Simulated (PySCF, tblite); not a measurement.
**C₄H₄F₂: geometry, infrared bands, NMR shifts and spin-spin couplings**

Aim: predict the infrared bands, NMR shifts and spin-spin couplings of C₄H₄F₂ (`FC1=C(F)CC1`).

The runs use tblite 0.8.0 and PySCF 2.14.0, with density-fitted response routines of our own; the level of theory stands in each step. All values are computed, except where a source is named. Atoms count from 0, in the outputs and in this text.

## Step 1: The starting structure

10 atoms, charge 0, multiplicity 1; geometry from: force field or distance geometry start.

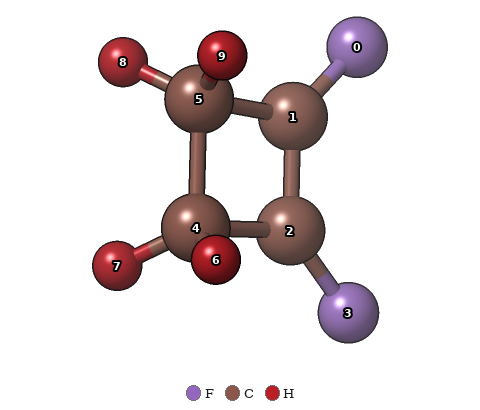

The starting geometry (fluorine purple, carbon brown, hydrogen red), atoms numbered.

## Step 2: Geometry optimisation with GFN2-xTB

Job settings and geometry (Å):

```
{"job": {"kind": "relax", "xc": "GFN2-xTB", "basis": "xTB"}, "charge": 0, "multiplicity": 1}
F      0.294400     2.430300    -0.196800
C      0.190800     1.100300    -0.102000
C      1.119100     0.103200    -0.056500
F      2.452200     0.096500    -0.127800
C      0.066700    -0.983400     0.075700
C     -0.980300     0.146000     0.028700
H      0.084600    -1.551000     0.998400
H      0.010100    -1.681200    -0.764200
H     -1.649700     0.105000    -0.826000
H     -1.578900     0.239000     0.947900
```

On the command line:

```
> OMP_NUM_THREADS=1 python probes_run.py task.json out
```

This one command runs all jobs of the session in turn.

What it wrote:

```text
step      E/eV     max force
  0    -544.49466    2.155
  1    -544.52043    1.823
  2    -544.54959    0.314
  3    -544.55442    0.195
  4    -544.56110    0.208
  5    -544.56401    0.215
  6    -544.56840    0.146
  7    -544.56985    0.083
  8    -544.57062    0.061
  9    -544.57095    0.044
 10    -544.57114    0.032
 11    -544.57124    0.028
 12    -544.57129    0.016
 13    -544.57130    0.007
```

It took 0.13 s on 1 thread of Intel Xeon at 2.50GHz, shared host.

Step by step:

```
step  energy from step 0 (eV)  largest force (eV/Å)
   0                   0.0000                2.1553
   1                  -0.0258                1.8230
   2                  -0.0549                0.3143
   3                  -0.0598                0.1947
   4                  -0.0664                0.2081
   5                  -0.0694                0.2147
   6                  -0.0737                0.1456
   7                  -0.0752                0.0835
   8                  -0.0760                0.0612
   9                  -0.0763                0.0440
  10                  -0.0765                0.0324
  11                  -0.0766                0.0283
  12                  -0.0766                0.0159
  13                  -0.0766                0.0071
```

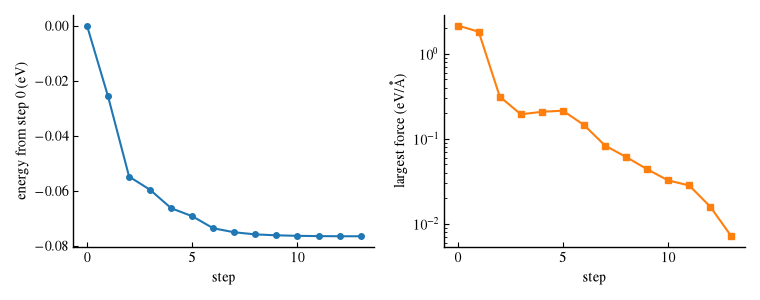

Energy and largest force along the relaxation.

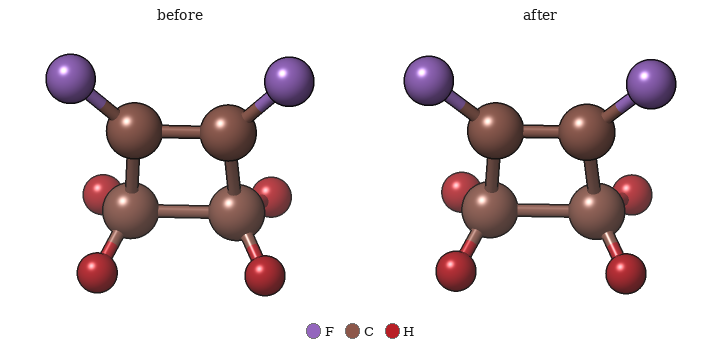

Before and after, at one scale.

Distances of close pairs at the start and the end, largest changes first:

```
 bond  before (Å)  after (Å)  change (Å)
C1–C2       1.363      1.325      -0.038
C2–C4       1.518      1.504      -0.015
C4–C5       1.541      1.554      +0.013
C5–H9       1.101      1.088      -0.013
C1–C5       1.516      1.504      -0.013
C4–H7       1.093      1.088      -0.006
C4–H6       1.083      1.088      +0.004
F0–C1       1.337      1.334      -0.004
```

The end geometry stands in the next job.

## Step 3: Harmonic vibrations with GFN2-xTB

Job settings and geometry (Å):

```
{"job": {"kind": "ir", "xc": "GFN2-xTB", "basis": "xTB"}, "charge": 0, "multiplicity": 1}
F      0.233904     2.412733    -0.195183
C      0.198487     1.083376    -0.093099
C      1.098452     0.111400    -0.060684
F      2.429188     0.041428    -0.118024
C      0.077669    -0.985081     0.069262
C     -0.977729     0.154882     0.031137
H      0.116750    -1.542815     1.002194
H      0.036058    -1.677170    -0.768832
H     -1.641341     0.135945    -0.830450
H     -1.562556     0.269955     0.941151
```

What it wrote:

```text
mode    cm-1     km/mol
  1     218.5      0.00
  2     262.0      8.25
  3     320.2      1.46
  4     431.8      0.01
  5     449.9      0.00
  6     652.3     23.57
  7     751.4     41.99
  8     815.6      8.27
  9     993.8      6.58
 10     994.1      0.25
 11    1044.8      3.26
 12    1063.9    116.73
 13    1110.0      0.00
 14    1171.1     33.81
 15    1183.9     12.98
 16    1245.0    101.51
 17    1295.5    211.16
 18    1442.5      2.73
 19    1458.1      5.01
 20    1809.3    114.93
 21    3001.4      0.04
 22    3016.6     26.44
 23    3018.7     19.12
 24    3020.0     16.65
```

Wall time 0.49 s (1 thread of Intel Xeon at 2.50GHz, shared host).

The strongest bands and the atoms that carry them (share of the mass-weighted mode):

```
cm⁻¹  km/mol                               atoms
 652    23.6  F3 18 %, F0 18 %, C5 16 %, C4 16 %
 751    42.0  F0 30 %, F3 30 %, C4 15 %, C5 15 %
1064   116.7  C2 20 %, C1 20 %, C5 19 %, C4 19 %
1171    33.8  H9 14 %, H8 14 %, H7 14 %, H6 14 %
1245   101.5  C2 31 %, C1 30 %, C4 12 %, C5 12 %
1296   211.2  C1 29 %, C2 29 %, C5 11 %, C4 11 %
1809   114.9                    C1 48 %, C2 48 %
3017    26.4           H9 38 %, H7 31 %, H6 15 %
```

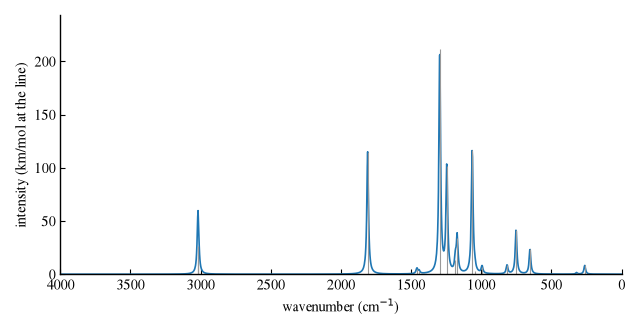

The infrared spectrum from these modes, unscaled. Lines are broadened to a width of 14 cm⁻¹ (Lorentzian).

## Step 4: NMR shieldings: PBE0/pcSseg-1

The job, as its differences from that of step 3:

```diff
@@ -1,2 +1,2 @@
-{"job": {"kind": "ir", "xc": "GFN2-xTB", "basis": "xTB"}, "charge": 0, "multiplicity": 1}
+{"job": {"kind": "nmr", "xc": "PBE0", "basis": "pcSseg-1"}, "charge": 0, "multiplicity": 1}
 F      0.233904     2.412733    -0.195183
```

Level: GIAO PBE0/pcSseg-1 NMR shielding, non-relativistic, gas phase.

What it wrote:

```text
coarse grid: 9000 points
cycle   1  E = -353.9461088794  dE =  9.885e-01  |g| = 5.354e-01  |ddm| = 2.942e+00
cycle   2  E = -353.9141617044  dE =  3.195e-02  |g| = 7.235e-01  |ddm| = 8.683e-01
cycle   3  E = -353.9921014259  dE = -7.794e-02  |g| = 8.390e-02  |ddm| = 5.296e-01
cycle   4  E = -353.9932172926  dE = -1.116e-03  |g| = 3.148e-02  |ddm| = 6.699e-02
cycle   5  E = -353.9934408541  dE = -2.236e-04  |g| = 4.627e-03  |ddm| = 2.472e-02
cycle   6  E = -353.9934452506  dE = -4.396e-06  |g| = 1.711e-03  |ddm| = 5.443e-03
final grid: 89528 points
cycle   7  E = -354.0419872751  dE = -2.770e-05  |g| = 6.576e-03  |ddm| = 2.215e-02
cycle   8  E = -354.0419786842  dE =  8.591e-06  |g| = 9.578e-03  |ddm| = 1.105e-02
cycle   9  E = -354.0419969721  dE = -1.829e-05  |g| = 9.769e-04  |ddm| = 6.536e-03
cycle  10  E = -354.0419971225  dE = -1.504e-07  |g| = 1.877e-04  |ddm| = 7.675e-04
cycle  11  E = -354.0419971283  dE = -5.763e-09  |g| = 4.529e-05  |ddm| = 1.478e-04
cycle  12  E = -354.0419971287  dE = -4.443e-10  |g| = 1.399e-05  |ddm| = 5.311e-05
converged SCF energy = -354.0419971287

GIAO shielding tensors (ppm)
atom      isotropic    diamagn.    paramagn.     s11        s22        s33       span
  0 F      290.061     471.592    -181.532    182.579    330.069    357.535    174.956
  1 C       53.815     253.724    -199.908    -13.388     68.967    105.867    119.254
  2 C       53.809     253.727    -199.918    -13.401     68.966    105.862    119.263
  3 F      290.138     471.592    -181.454    182.676    330.103    357.634    174.958
  4 C      161.234     251.632     -90.397    155.279    161.140    167.285     12.006
  5 C      161.243     251.631     -90.388    155.286    161.180    167.263     11.978
  6 H       29.335      29.405      -0.070     25.961     26.455     35.590      9.629
  7 H       29.333      29.400      -0.066     25.960     26.451     35.589      9.629
  8 H       29.333      29.401      -0.068     25.958     26.455     35.587      9.629
  9 H       29.331      29.397      -0.066     25.957     26.447     35.590      9.633
```

Run time: 25 s. Hardware: 1 thread of Intel Xeon at 2.50GHz, shared host; peak memory 0.55 GiB.

Shifts follow as δ = σ(reference) − σ, with reference shieldings (ppm) from runs at the same level and on the same kind of geometry: 1H TMS 31.72, 13C TMS 186.9, 19F CFCl3 170.9. The references are single molecules in the gas phase, so shifts against H2O, NH3, PH3, H3PO4 or CFCl3 are not on the usual liquid scales and can be off by tens of ppm. Atoms listed in one row are averaged.

```
         atoms                      environment  σ (ppm)  δ (ppm)  δ scaled to CDCl3
        C1, C2  fully substituted alkene carbon     53.8    133.1              128.0
        C4, C5                  allylic sp3 CH2    161.2     25.7               23.2
H6, H7, H8, H9   hydrogen on an allylic sp3 CH2    29.33     2.38               2.35
        F0, F3                 vinylic fluorine    290.1   -119.2                  –
```

The scaled column applies a straight-line fit of computed shieldings to shifts measured in CDCl3, and one for carbons that bear F (root-mean-square error 0.16 ppm for H, 1.9 ppm for C).

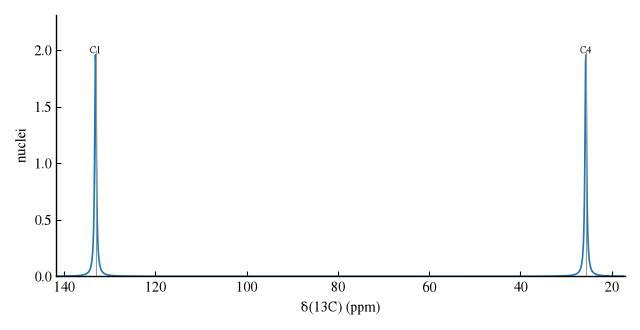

13C lines at the computed shifts, without couplings. Lines are broadened to a width of 0.43 ppm (Lorentzian).

The run also stored atomic charges by several schemes (e):

```
 atoms  Mulliken    IAO  Hirshfeld  ESP fit
F0, F3     -0.25  -0.25      -0.08    -0.16
C1, C2      0.18   0.22       0.06     0.15
C4, C5     -0.21  -0.27      -0.07    -0.22
```

Hirshfeld charges:

```
atom  value (e)
  F0      -0.08
  C1       0.06
  C2       0.06
  F3      -0.08
  C4      -0.07
  C5      -0.07
  H6       0.05
  H7       0.05
  H8       0.05
  H9       0.05
```

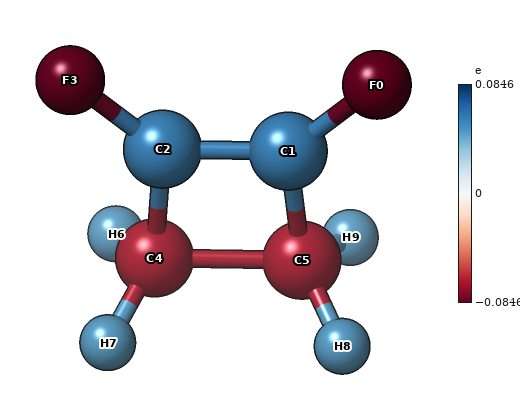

Hirshfeld charges, as colours on the atoms.

Mayer bond orders: F0–C1 0.99, C1–C2 1.73, C2–F3 0.99, C2–C4 1.06, C4–C5 1.01, C5–C1 1.06.

Ring of atoms C1, C2, C4, C5: NICS(0) -17.9, NICS(1) -3.9, NICS(1)zz -4.9 ppm (means of both faces).

## Step 5: Spin-spin couplings: B3LYP/pcJ-1

The job, as its differences from that of step 4:

```diff
@@ -1,2 +1,2 @@
-{"job": {"kind": "nmr", "xc": "PBE0", "basis": "pcSseg-1"}, "charge": 0, "multiplicity": 1}
+{"job": {"kind": "j", "xc": "B3LYP", "basis": "pcJ-1"}, "charge": 0, "multiplicity": 1}
 F      0.233904     2.412733    -0.195183
```

Level: B3LYP/pcJ-1 indirect spin-spin coupling, non-relativistic, gas phase.

What it wrote:

```text
coarse grid: 9000 points
cycle   1  E = -354.3470465031  dE =  9.193e-01  |g| = 5.905e-01  |ddm| = 2.785e+00
cycle   2  E = -354.2985135534  dE =  4.853e-02  |g| = 8.385e-01  |ddm| = 9.599e-01
cycle   3  E = -354.3998576718  dE = -1.013e-01  |g| = 1.036e-01  |ddm| = 5.859e-01
cycle   4  E = -354.4014174567  dE = -1.560e-03  |g| = 4.472e-02  |ddm| = 8.592e-02
cycle   5  E = -354.4018532338  dE = -4.358e-04  |g| = 6.165e-03  |ddm| = 3.320e-02
cycle   6  E = -354.4018603968  dE = -7.163e-06  |g| = 2.380e-03  |ddm| = 6.658e-03
final grid: 89528 points
cycle   7  E = -354.4545975923  dE = -1.390e-04  |g| = 6.783e-03  |ddm| = 1.575e-02
cycle   8  E = -354.4545875601  dE =  1.003e-05  |g| = 9.929e-03  |ddm| = 1.064e-02
cycle   9  E = -354.4546057140  dE = -1.815e-05  |g| = 1.009e-03  |ddm| = 6.851e-03
cycle  10  E = -354.4546058070  dE = -9.297e-08  |g| = 5.803e-04  |ddm| = 9.378e-04
cycle  11  E = -354.4546058711  dE = -6.410e-08  |g| = 2.579e-05  |ddm| = 3.684e-04
cycle  12  E = -354.4546058712  dE = -1.015e-10  |g| = 1.281e-05  |ddm| = 3.035e-05
converged SCF energy = -354.4546058712

Indirect spin-spin couplings (Hz)
  i      j    bonds     total        FC       PSO       DSO        SD
  0 F    1 C    1   -405.548  -393.447   -12.550     0.890    -0.440
  0 F    2 C    2     -8.377    15.547   -34.722    -0.227    11.024
  0 F    3 F    3    -10.544    11.431   -45.685    -0.747    24.457
  0 F    4 C    3     14.369    18.806    -4.670    -0.428     0.661
  0 F    5 C    2     15.554    14.048    -1.200    -0.218     2.924
  0 F    6 H    4     13.625    15.303     0.059    -1.590    -0.148
  0 F    7 H    4     13.638    15.315     0.060    -1.590    -0.147
  0 F    8 H    3     -5.791    -7.095     1.914    -0.847     0.236
  0 F    9 H    3     -5.783    -7.082     1.910    -0.847     0.237
  1 C    2 C    1     91.895    97.574    -6.069     0.389         -
  1 C    3 F    2     -8.381    15.540   -34.716    -0.227    11.022
  1 C    4 C    2      8.388     7.853     0.464     0.072         -
  1 C    5 C    1     43.369    44.511    -1.437     0.294         -
  1 C    6 H    3     10.386    10.390     0.302    -0.306         -
  1 C    7 H    3     10.383    10.387     0.302    -0.306         -
  1 C    8 H    2     -9.110    -9.111     0.023    -0.022         -
  1 C    9 H    2     -9.071    -9.071     0.025    -0.024         -
  2 C    3 F    1   -405.590  -393.519   -12.526     0.890    -0.435
  2 C    4 C    1     43.362    44.504    -1.436     0.294         -
  2 C    5 C    2      8.421     7.886     0.463     0.071         -
  2 C    6 H    2     -9.088    -9.089     0.024    -0.023         -
  2 C    7 H    2     -9.091    -9.091     0.024    -0.023         -
  2 C    8 H    3     10.397    10.401     0.301    -0.305         -
  2 C    9 H    3     10.380    10.384     0.303    -0.307         -
  3 F    4 C    2     15.536    14.029    -1.198    -0.218     2.924
  3 F    5 C    3     14.328    18.766    -4.671    -0.428     0.661
  3 F    6 H    3     -5.787    -7.089     1.912    -0.849     0.238
  3 F    7 H    3     -5.785    -7.086     1.911    -0.846     0.235
  3 F    8 H    4     13.614    15.293     0.057    -1.589    -0.148
  3 F    9 H    4     13.635    15.310     0.062    -1.591    -0.147
  4 C    5 C    1     28.221    27.288     0.719     0.213         -
  4 C    6 H    1    149.142   147.678     0.601     0.863         -
  4 C    7 H    1    149.115   147.651     0.601     0.863         -
  4 C    8 H    2     -3.126    -3.271     0.335    -0.189         -
  4 C    9 H    2     -3.109    -3.254     0.336    -0.190         -
  5 C    6 H    2     -3.116    -3.262     0.336    -0.190         -
  5 C    7 H    2     -3.112    -3.257     0.336    -0.190         -
  5 C    8 H    1    149.091   147.626     0.602     0.863         -
  5 C    9 H    1    149.255   147.792     0.600     0.863         -
  6 H    7 H    2    -12.377   -12.521     2.598    -2.454         -
  6 H    8 H    3      1.978     2.066     2.197    -2.286         -
  6 H    9 H    3      5.529     5.585    -0.117     0.061         -
  7 H    8 H    3      5.537     5.593    -0.120     0.064         -
  7 H    9 H    3      1.969     2.058     2.195    -2.284         -
  8 H    9 H    2    -12.345   -12.489     2.600    -2.456         -
```

Wall time 55 s (1 thread of Intel Xeon at 2.50GHz, shared host); peak memory 0.79 GiB.

Couplings of 1 Hz or more, nine at most for each number of bonds, with means over like pairs (isotopes 13C, 19F, 1H):

```
 pair  bonds  J (Hz)  Fermi contact (Hz)  dihedral (°)
F0–C1      1  -405.6              -393.5             –
C4–H6      1   149.2               147.7             –
C1–C2      1    91.9                97.6             –
C1–C5      1    43.4                44.5             –
C4–C5      1    28.2                27.3             –
F0–C5      2    15.5                14.0             –
H6–H7      2   -12.4               -12.5             –
C1–H8      2    -9.1                -9.1             –
C1–C4      2     8.4                 7.9             –
F0–C2      2    -8.4                15.5             –
C4–H8      2    -3.1                -3.3             –
F0–C4      3    14.3                18.8             –
F0–F3      3   -10.5                11.4             0
C1–H6      3    10.4                10.4             –
F0–H8      3    -5.8                -7.1            65
H6–H9      3     5.5                 5.6             0
H6–H8      3     2.0                 2.1          -129
F0–H6      4    13.6                15.3             –
```

Where two rows join the same classes of atoms, they are the two kinds of pair (J and J′ of an AA′XX′ pattern), each a mean over its own pairs alone.

The spin-dipole term was solved for some atoms only; pairs without it lack that part.

Joined with the shifts from before (PBE0/pcSseg-1, unscaled), the couplings predict the line list below for 400 MHz.

1H NMR δ 2.38 (m, 4H).

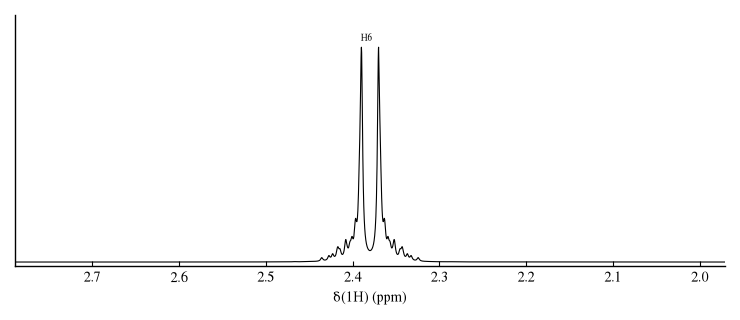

Simulated proton spectrum at 400 MHz, by exact diagonalisation of each spin system; lines 1.2 Hz wide, exchangeable protons uncoupled.

## Step 6: Summary of results

```
                                                                 quantity                     value
                                strongest single infrared mode (GFN2-xTB)     1296 cm⁻¹, 211 km/mol
                                             zero-point energy (GFN2-xTB)             44.0 kcal/mol
  13C shifts against TMS (PBE0/pcSseg-1, means over atoms taken as alike)           133.1, 25.7 ppm
   1H shifts against TMS (PBE0/pcSseg-1, means over atoms taken as alike)                  2.38 ppm
19F shifts against CFCl3 (PBE0/pcSseg-1, means over atoms taken as alike)                -119.2 ppm
                              largest coupling of the table (B3LYP/pcJ-1)  1J(F,C) F0–C1, -405.6 Hz
```

What this shows: The optimisation took 13 steps and gained 0.077 eV; among the close pairs (by a distance rule), C1–C2 changed most, from 1.363 to 1.325 Å. All 24 modes are real, so the xTB geometry is a minimum. The strongest single mode, at 1296 cm⁻¹, is carried by C1, C2, C5, C4. GFN2-xTB is a fitted tight-binding method: band positions and strengths are rough. Its intensities can rank the bands wrongly. The most deshielded carbon is C1, C2 (mean) (fully substituted alkene carbon), at 133.1 ppm: as expected for a trigonal carbon in a double bond. At PBE0/pcSseg-1: Shielding is most anisotropic at F0, F3 (span 175 ppm, paramagnetic term -181 ppm). In the run at B3LYP/pcJ-1, the largest coupling of the table is F0–C1 (mean over like pairs), -405.6 Hz, of which the Fermi-contact term gives -393.5 Hz. Couplings across rotatable bonds belong to this one conformer; where others are populated, the observed values are averages. Density functionals describe couplings to fluorine poorly, F–F couplings above all, so those rows are rough.
